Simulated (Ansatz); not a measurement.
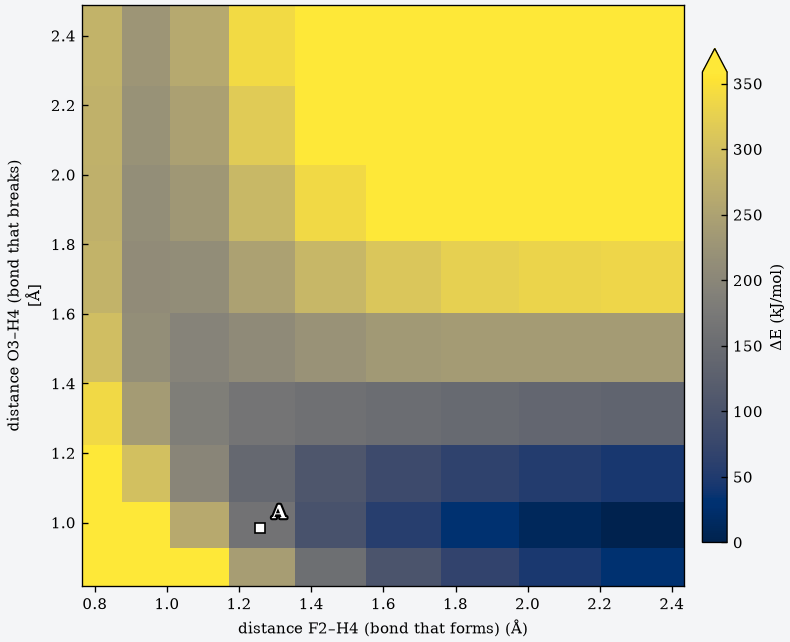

The reacting system FGaH₂O (fragments FGaH₂O where the first distance is long, GaHO + FH where the second is long). The first coordinate is: distance F2–H4 (bond that forms); the second: distance O3–H4 (bond that breaks). Relaxed at each point: all other coordinates. Grid: 9 × 9 points. Points are written as (first, second). All energies are given in kJ/mol relative to the lowest grid point. Energies and slopes of some neighbouring points disagree (a jump in structure or state, or too coarse a mesh). The reference is spin-restricted, so regions where a bond is pulled apart into radicals lie too high. Theory: RKS r2SCAN-D4/def2-SVP (Ansatz 0.2.0).

In the figure: one coloured cell a grid point, one colour for all values above the top of the scale, the point A.

Is A at rest? If not, where is it pushed?

Answer. A, at (1.259 Å, 0.984 Å), is not a stationary point. The computed force is 430 kJ/mol for each Å towards larger values of the first coordinate and 390 kJ/mol for each Å towards larger values of the second coordinate.
